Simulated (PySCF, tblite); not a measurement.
# CH8ClSi3 radical: geometry, infrared bands and EPR parameters

What infrared bands and EPR parameters should CH8ClSi3 radical (`[CH2][SiH2][SiH2][SiH2]Cl`) show?

Programs: tblite 0.8.0 and PySCF 2.14.0, with density-fitted response routines of our own. Each step states its level of theory. These are calculated values for one molecule in the gas phase, unless marked as measured. Atoms count from 0, in the outputs and in this text.

### Step 1. The starting structure

13 atoms, charge 0, multiplicity 2; geometry from: force field or distance geometry start.

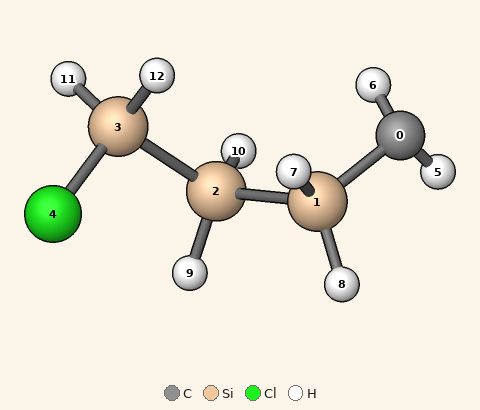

The starting geometry (carbon grey, silicon light orange, chlorine green, hydrogen white), atoms numbered.

### Step 2. Geometry optimisation with GFN2-xTB

The job: settings as JSON, then the geometry in Å.

```
{"job": {"kind": "relax", "xc": "GFN2-xTB", "basis": "xTB"}, "charge": 0, "multiplicity": 2}
C      2.502600    -0.649400     0.427300
Si     1.124100    -0.426600    -0.816800
Si    -0.353100     1.012400     0.038700
Si    -2.201100    -0.187100     0.480000
Cl    -3.320100    -0.209400    -1.282700
H      3.257300     0.105100     0.202100
H      2.078400    -0.479200     1.449300
H      0.513300    -1.738100    -1.002400
H      1.604300     0.050800    -2.100600
H     -0.644000     2.048300    -0.982400
H      0.144600     1.706200     1.217600
H     -2.950000     0.350000     1.619300
H     -1.760800    -1.582600     0.733000
```

Launch:

```bash
> OMP_NUM_THREADS=1 python probes_run.py task.json out
```

One launch serves the whole session: the jobs run in the order shown.

Output:

```text
step      E/eV     max force
  0    -431.88654    2.270
  1    -432.06372    1.322
  2    -432.18482    0.630
  3    -432.23435    0.609
  4    -432.31155    0.637
  5    -432.34799    0.580
  6    -432.37487    0.491
  7    -432.39481    0.330
  8    -432.40663    0.362
  9    -432.41775    0.323
 10    -432.43013    0.364
 11    -432.43996    0.376
 12    -432.44747    0.271
 13    -432.45505    0.264
 14    -432.46155    0.189
 15    -432.46647    0.229
 16    -432.47053    0.169
 17    -432.47376    0.155
 18    -432.47682    0.160
 19    -432.47991    0.193
 20    -432.48248    0.155
 21    -432.48485    0.110
 22    -432.48774    0.151
 23    -432.49118    0.178
 24    -432.49468    0.197
 25    -432.49741    0.120
 26    -432.49901    0.091
 27    -432.50033    0.125
 28    -432.50217    0.137
 29    -432.50439    0.153
 30    -432.50681    0.151
 31    -432.50925    0.131
 32    -432.51158    0.159
 33    -432.51367    0.138
 34    -432.51526    0.178
 35    -432.51653    0.103
 36    -432.51753    0.095
 37    -432.51873    0.079
 38    -432.51961    0.102
 39    -432.52096    0.110
 40    -432.52215    0.104
 41    -432.52346    0.101
 42    -432.52441    0.078
 43    -432.52498    0.068
 44    -432.52534    0.051
 45    -432.52575    0.067
 46    -432.52635    0.089
 47    -432.52720    0.108
 48    -432.52806    0.083
 49    -432.52865    0.057
 50    -432.52898    0.035
 51    -432.52919    0.037
 52    -432.52939    0.057
 53    -432.52963    0.051
 54    -432.52996    0.058
 55    -432.53045    0.049
 56    -432.53083    0.041
 57    -432.53112    0.033
 58    -432.53130    0.033
 59    -432.53148    0.030
 60    -432.53174    0.035
 61    -432.53212    0.035
 62    -432.53247    0.033
 63    -432.53269    0.048
 64    -432.53283    0.033
 65    -432.53297    0.028
 66    -432.53308    0.034
 67    -432.53321    0.023
 68    -432.53341    0.026
 69    -432.53367    0.039
 70    -432.53386    0.033
 71    -432.53397    0.017
 72    -432.53401    0.017
 73    -432.53404    0.018
 74    -432.53411    0.026
 75    -432.53422    0.037
 76    -432.53438    0.044
 77    -432.53454    0.041
 78    -432.53466    0.028
 79    -432.53474    0.020
 80    -432.53479    0.017
 81    -432.53483    0.023
 82    -432.53491    0.028
 83    -432.53500    0.027
 84    -432.53509    0.020
 85    -432.53514    0.013
 86    -432.53516    0.010
 87    -432.53518    0.012
 88    -432.53522    0.018
 89    -432.53529    0.025
 90    -432.53537    0.022
 91    -432.53544    0.017
 92    -432.53547    0.018
 93    -432.53550    0.018
 94    -432.53554    0.017
 95    -432.53563    0.022
 96    -432.53578    0.032
 97    -432.53596    0.039
 98    -432.53613    0.038
 99    -432.53628    0.027
100    -432.53638    0.033
101    -432.53649    0.030
102    -432.53668    0.045
103    -432.53702    0.056
104    -432.53751    0.062
105    -432.53802    0.078
106    -432.53854    0.048
107    -432.53881    0.107
108    -432.53950    0.037
109    -432.54000    0.039
110    -432.54050    0.083
111    -432.54112    0.035
112    -432.54162    0.033
113    -432.54043    0.164
114    -432.54209    0.029
115    -432.54232    0.028
116    -432.53803    0.257
117    -432.54263    0.028
118    -432.54285    0.029
119    -432.53987    0.225
120    -432.54335    0.027
121    -432.54365    0.026
122    -432.54339    0.126
123    -432.54429    0.029
124    -432.54449    0.030
125    -432.54476    0.048
126    -432.54486    0.024
127    -432.54492    0.013
128    -432.54494    0.011
129    -432.54499    0.009
```

It took 0.91 s on 1 thread of Arm Neoverse V2, shared host; peak memory 0.18 GiB.

The steps of the relaxation: (not every step is listed)

```
step  energy from step 0 (eV)  largest force (eV/Å)
   0                   0.0000                2.2701
   1                  -0.1772                1.3215
   2                  -0.2983                0.6304
   3                  -0.3478                0.6091
   4                  -0.4250                0.6373
   5                  -0.4614                0.5800
   6                  -0.4883                0.4913
   7                  -0.5083                0.3303
   8                  -0.5201                0.3625
  19                  -0.5934                0.1926
  30                  -0.6203                0.1508
  41                  -0.6369                0.1013
  52                  -0.6428                0.0573
  63                  -0.6461                0.0475
  74                  -0.6476                0.0256
  85                  -0.6486                0.0127
  96                  -0.6492                0.0324
 107                  -0.6523                0.1069
 118                  -0.6563                0.0287
 124                  -0.6579                0.0299
 125                  -0.6582                0.0483
 126                  -0.6583                0.0238
 127                  -0.6584                0.0127
 128                  -0.6584                0.0110
 129                  -0.6584                0.0090
```

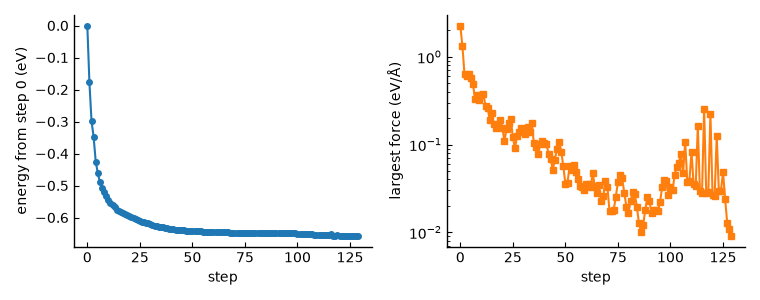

Energy and largest force along the relaxation.

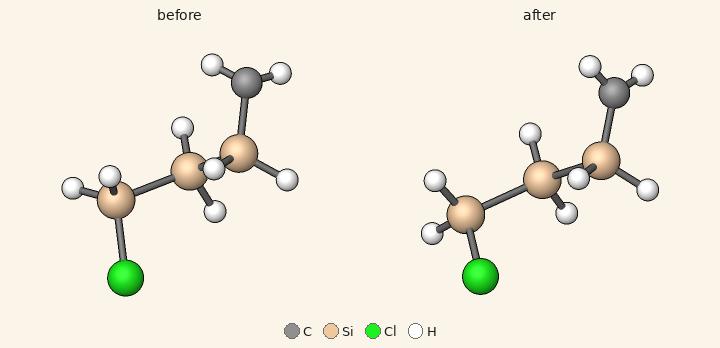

Before and after, at one scale.

Close pairs (by a distance rule), those that changed most:

```
   bond  before (Å)  after (Å)  change (Å)
Si1–Si2       2.233      2.368      +0.135
Si2–Si3       2.247      2.318      +0.071
Si3–Cl4       2.088      2.034      -0.054
 C0–Si1       1.870      1.818      -0.052
  C0–H6       1.120      1.076      -0.043
Si3–H12       1.485      1.465      -0.020
 Si1–H8       1.451      1.468      +0.017
Si2–H10       1.456      1.472      +0.017
```

The final coordinates are the input of the step that follows.

### Step 3. Harmonic vibrations with GFN2-xTB

The job: settings as JSON, then the geometry in Å.

```
{"job": {"kind": "ir", "xc": "GFN2-xTB", "basis": "xTB"}, "charge": 0, "multiplicity": 2}
C      2.694097    -0.514050     0.245023
Si     1.261478    -0.364501    -0.864864
Si    -0.420846     0.979922     0.120236
Si    -2.447474    -0.073329     0.515729
Cl    -3.083393    -0.944302    -1.209164
H      3.476330     0.224127     0.282684
H      2.731189    -1.235627     1.042824
H      0.661457    -1.677464    -1.138659
H      1.645707     0.254395    -2.139857
H     -0.632765     2.178874    -0.709390
H      0.034890     1.543531     1.401629
H     -3.555302     0.785815     0.938082
H     -2.369755    -1.156904     1.498000
```

Output:

```text
mode    cm-1     km/mol
  1     -14.4      0.05
  2      19.6      0.44
  3      67.4      0.52
  4     121.3      1.71
  5     141.1      5.66
  6     177.9      0.14
  7     323.9     24.17
  8     349.1      7.54
  9     376.8      7.38
 10     416.2     30.21
 11     433.1     29.73
 12     504.5     41.76
 13     525.0     67.60
 14     534.1     93.05
 15     558.2      4.96
 16     576.0      7.63
 17     586.0    639.27
 18     630.4     59.18
 19     673.8    383.54
 20     745.9     41.00
 21     781.7    170.11
 22     804.9    265.79
 23     833.6    207.52
 24     894.0     53.78
 25    1402.9      2.41
 26    2153.1    158.08
 27    2166.6    162.65
 28    2186.9    361.62
 29    2196.4    256.57
 30    2210.9    431.39
 31    2237.4    170.24
 32    3089.4      8.65
 33    3124.7     25.47
```

Run time: 0.45 s. Hardware: 1 thread of Arm Neoverse V2, shared host; peak memory 0.18 GiB.

Which atoms move in the most intense modes:

```
cm⁻¹  km/mol                        atoms
 586   639.3   H9 28 %, H10 28 %, H8 16 %
 674   383.5           H12 43 %, H11 38 %
 805   265.8           H12 38 %, H11 37 %
 834   207.5  H10 38 %, H9 37 %, H12 10 %
2187   361.6             H7 74 %, H8 13 %
2196   256.6             H8 79 %, H7 13 %
2211   431.4           H11 46 %, H12 45 %
2237   170.2           H11 49 %, H12 48 %
```

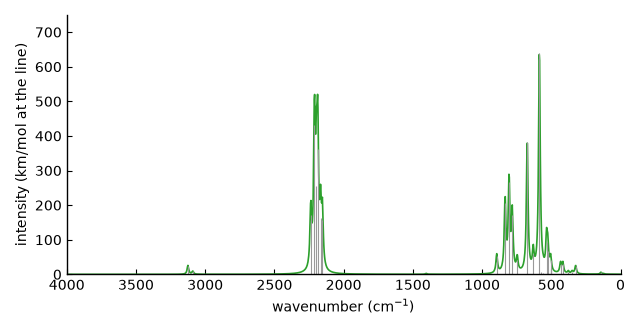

The infrared spectrum from these modes, unscaled. Lines are broadened to a width of 14 cm⁻¹ (Lorentzian).

### Step 4. EPR parameters: B3LYP/pcH-1

Same as in step 3 but for these lines:

```diff
@@ -1,2 +1,2 @@
-{"job": {"kind": "ir", "xc": "GFN2-xTB", "basis": "xTB"}, "charge": 0, "multiplicity": 2}
+{"job": {"kind": "epr", "basis": "pcH-1"}, "charge": 0, "multiplicity": 2}
 C      2.694097    -0.514050     0.245023
```

With the program's defaults for keys left out, this is: UKS B3LYP, pcH-1 on C Cl H Si, non-relativistic, mean-field spin-orbit, GIAO.

Output:

```text
UKS, coarse grid
  cycle   1  E = -1371.58494134  |g| = 3.14e-01
  cycle   2  E = -1371.56211376  |g| = 3.50e-01
  cycle   3  E = -1371.62885719  |g| = 4.87e-02
  cycle   4  E = -1371.63022382  |g| = 1.33e-02
  cycle   5  E = -1371.63033444  |g| = 6.27e-03
  cycle   6  E = -1371.63035779  |g| = 1.57e-03
  cycle   7  E = -1371.63035925  |g| = 7.06e-04
UKS, final grid
  cycle   1  E = -1371.63038679  |g| = 7.58e-04
  cycle   2  E = -1371.63038669  |g| = 9.02e-04
  cycle   3  E = -1371.63038712  |g| = 4.89e-05
  cycle   4  E = -1371.63038712  |g| = 2.49e-05
E = -1371.63038712 Eh   <S^2> = 0.7539 (exact 0.7500)
g shifts (ppm)      1          2          3
  rmc          -130       -130       -130
  gc              5         16         24
  oz_so          -5        292        716
  total        -130        178        611
hyperfine (MHz)  atom isotope    a_iso     a_fc   dipolar eigenvalues
    0   13C      86.17      86.27    -74.67    -74.09    148.77
    1  29Si      50.90      51.00     -3.06      0.00      3.06
    2  29Si     -91.29     -91.39    -17.71      8.28      9.42
    3  29Si     -10.65     -10.67     -3.05      1.37      1.68
    4  35Cl      -0.08      -0.08     -0.13     -0.05      0.18
    5    1H     -56.09     -56.10    -36.02     -0.95     36.97
    6    1H     -56.04     -56.05    -36.00     -0.97     36.97
    7    1H      28.88      28.89     -3.09     -2.35      5.43
    8    1H      24.14      24.14     -3.10     -2.36      5.46
    9    1H      11.48      11.47     -1.60     -0.52      2.12
   10    1H      -2.83      -2.83     -2.55     -1.08      3.64
   11    1H       8.15       8.15     -0.59     -0.21      0.80
   12    1H      -0.64      -0.64     -0.74     -0.35      1.09
```

Wall time 54 s (1 thread of Arm Neoverse V2, shared host); peak memory 0.81 GiB.

Principal g values 2.00219, 2.00250, 2.00293; g(iso) = 2.00254, against 2.00232 for a free electron.

Hyperfine couplings; where a row names several nuclei, a(iso) is their mean (it holds for fast rotation or exchange) and the dipolar term the largest among them:

```
  nuclei  isotope  a(iso) (MHz)  a(iso) (G, at g = 2.0023)  largest dipolar term (MHz)
     Si2     29Si         -91.3                      -32.6                       -17.7
      C0      13C          86.2                       30.7                       148.8
  H5, H6       1H         -56.1                      -20.0                        37.0
     Si1     29Si          50.9                       18.2                        -3.1
  H7, H8       1H          26.5                        9.5                         5.5
     Si3     29Si         -10.7                       -3.8                        -3.0
 H9, H10       1H           4.3                        1.5                         3.6
H11, H12       1H           3.8                        1.3                         1.1
     Cl4     35Cl          -0.1                        0.0                         0.2
```

Mulliken spin populations:

C0 1.02; Si1 -0.06; Si2 0.07; Si3 0.01; Cl4 0.00; H5 -0.04; H6 -0.04; H7 0.02; H8 0.01; H9 0.01; H10 0.00; H11 0.00; H12 0.00

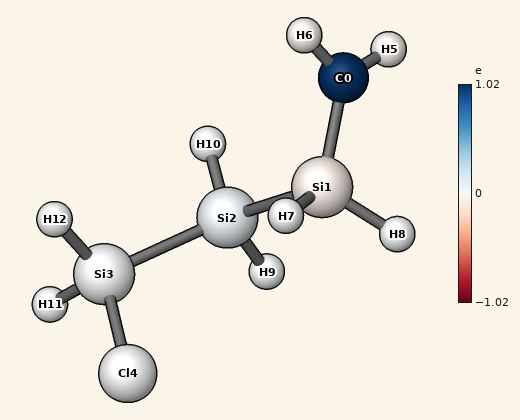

Mulliken spin populations, as colours on the atoms.

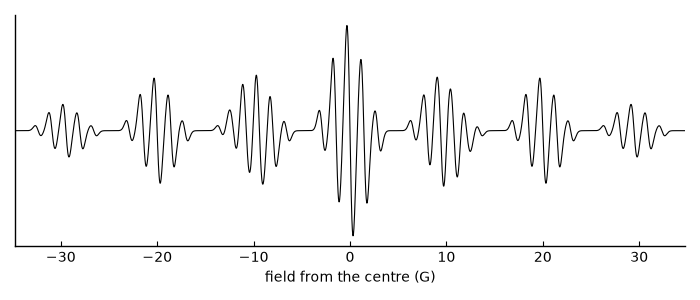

First-order isotropic spectrum (first derivative, main isotopes with spin only, couplings over 0.8 MHz, Gaussian width 0.3 G; couplings of the frozen geometry, rotation of groups not averaged beyond the rows shown).

The fields below are evaluated on a grid from the run's orbitals.

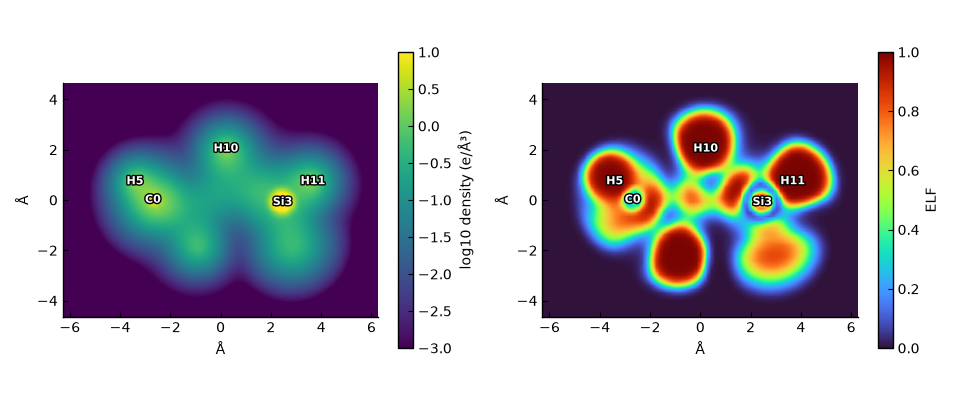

Density (left) and ELF (right) in a plane through or near 5 of the atoms.

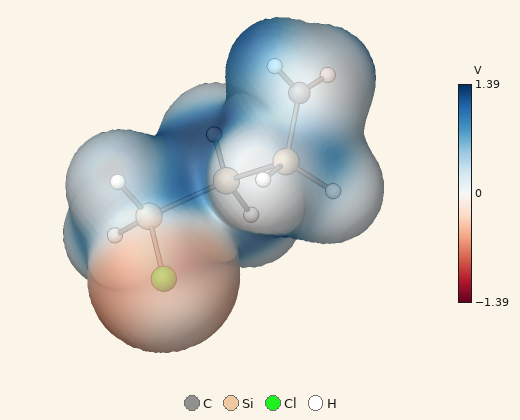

The potential that a unit positive charge feels on the 0.002 e/bohr³ surface, from -0.58 V near Cl4 to 1.39 V near H11.

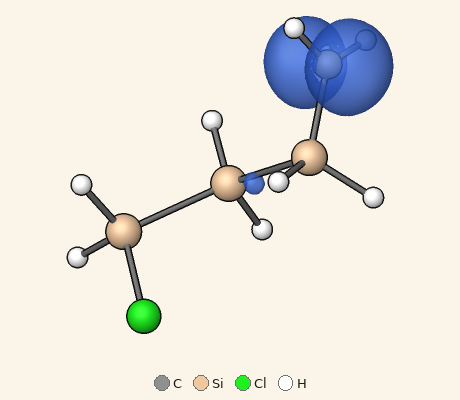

Spin density at ±0.04 e/Å³ (alpha excess blue, beta excess red).

### Step 5. Results

| quantity | value |
| --- | --- |
| strongest single infrared mode (GFN2-xTB) | 586 cm⁻¹, 639 km/mol |
| zero-point energy (GFN2-xTB) | 45.5 kcal/mol |
| g(iso) (B3LYP) | 2.00254 |
| ⟨S²⟩ | 0.754 (exact 0.75) |
| largest a(iso) (averaged by class) | 29Si on Si2, -91.3 MHz |
| potential on the surface of density 0.002 e/bohr³, 1st and 99th percentile | -0.58 V and 1.39 V |

**Reading.** The optimisation took 129 steps and gained 0.658 eV; among the close pairs (by a distance rule), Si1–Si2 changed most, from 2.233 to 2.368 Å. The lowest mode is slightly imaginary (14i cm⁻¹), a soft motion within the noise of the Hessian, so the minimum is not strictly shown. The strongest single mode, at 586 cm⁻¹, is carried by H9, H10, H8. Unscaled tight-binding wavenumbers are off by several per cent, some by more. Its intensities can rank the bands wrongly. C0 carries the largest spin population, 1.02 e. The isotropic g lies 0.2 ppt above the free-electron value. These values are for one conformer; the search (at its own cheap level) found 2 more, at 0.46, 0.62 kcal/mol, and measured spectra average over such forms.
